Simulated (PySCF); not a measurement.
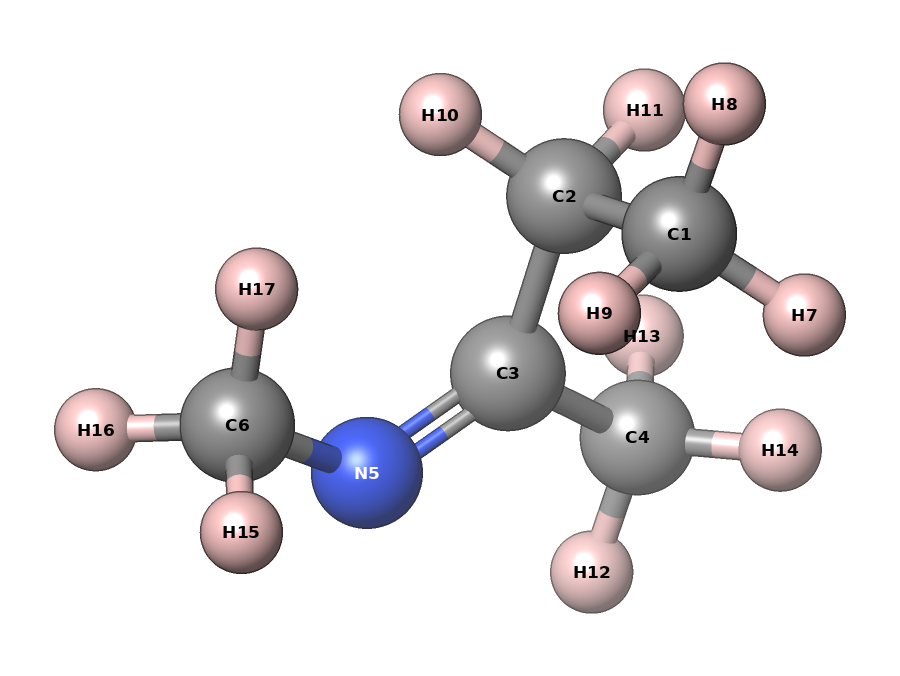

Depth is shown by fading: the farther an atom, the more it takes the colour of the background. Computed geometry: PBE0-D3(BJ)/def2-SVP optimisation. No frequency run is at hand to confirm it as a minimum.

> Which atoms or bonds are stereogenic?

Double bonds: C3=N5.

> Give the R/S and E/Z labels.

C3=N5: Z.
